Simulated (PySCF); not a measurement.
C2H3Cl5GeSi, SMILES Cl[SiH](Cl)/C=[CH]/[Ge]([Cl])([Cl])[Cl] at its PBE0/def2-SVP optimised geometry (Å):

```
12

Si    -1.1111     1.6432    -0.9568
Cl    -0.4564     2.6325    -2.6365
Cl    -3.1667     1.5875    -0.9737
C     -0.4539    -0.0993    -0.9801
C      0.3310    -0.5671     0.0000
Ge     1.0253    -2.3668     0.0000
Cl     0.3827    -3.4420     1.7370
Cl     0.3440    -3.4141    -1.7405
Cl     3.1667    -2.3668     0.0000
H     -0.6483     2.3668     0.2516
H     -0.7199    -0.7555    -1.8204
H      0.6194     0.0561     0.8570
```

Calculation: PBE0/def2-TZVP (PySCF). Cells within 0.4 Å of a nucleus heavier than hydrogen are left out (blank, or x).

Map of the Laplacian of the electron density (e/bohr⁵), clipped to [-1.50, 1.50] on the plane z = 0.0 Å:

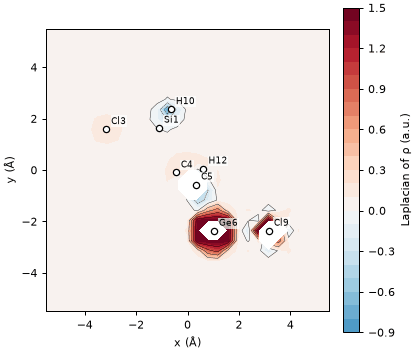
Fig. 1. Laplacian of the electron density (e/bohr⁵), clipped to [-1.50, 1.50] on the plane z = 0.0 Å.
